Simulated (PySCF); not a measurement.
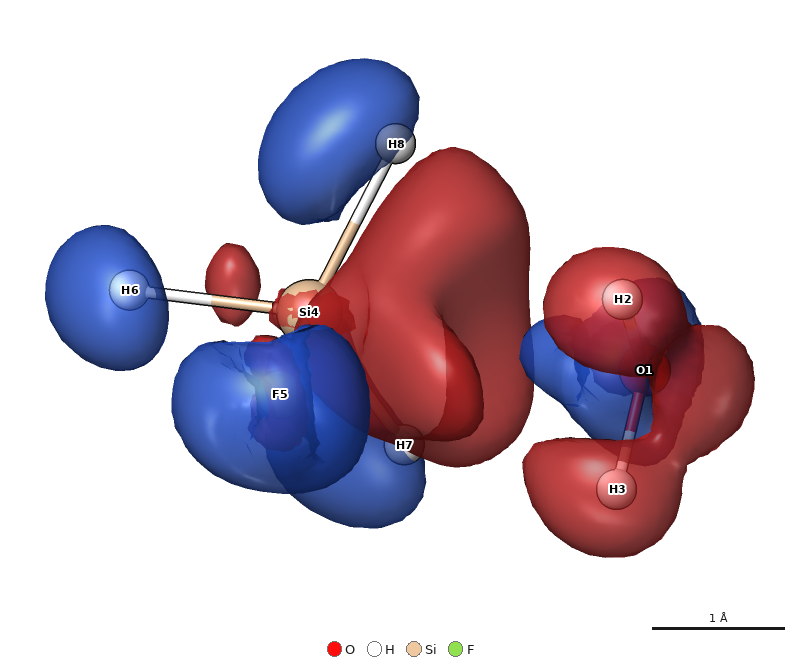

Figure 1: FH₅OSi, SMILES `O.[SiH3]F`. Density of the complex less the densities of the two fragments at the same geometry, ±0.004 e/Å³ (blue: gain, red: loss). Fragment A: H2O (atoms 1–3); fragment B: SiH3F.

Computed with PySCF, PBE0/cc-pVDZ, geometry: GFN2-xTB.

Q: Which way does charge flow?

A: Hirshfeld charges show 0.017 e passing from A to B. By Hirshfeld charges, electrons gather most on F5 (−0.012 e) and leave Si4 most (+0.009 e); 0.08 e is displaced in all, which induces a dipole of 0.51 D.

Q: What is the interaction energy, and which contacts carry it?

A: The counterpoise-corrected interaction energy of the frozen fragments is −2.0 kcal/mol without dispersion correction and −3.0 kcal/mol with D3(BJ). The pair geometry is semi-empirical, not a minimum at this level. Contacts: O1···Si4, 2.85 Å, ρ = 0.015 a.u. The pose is a local one from a semi-empirical search, not shown to be the most stable.
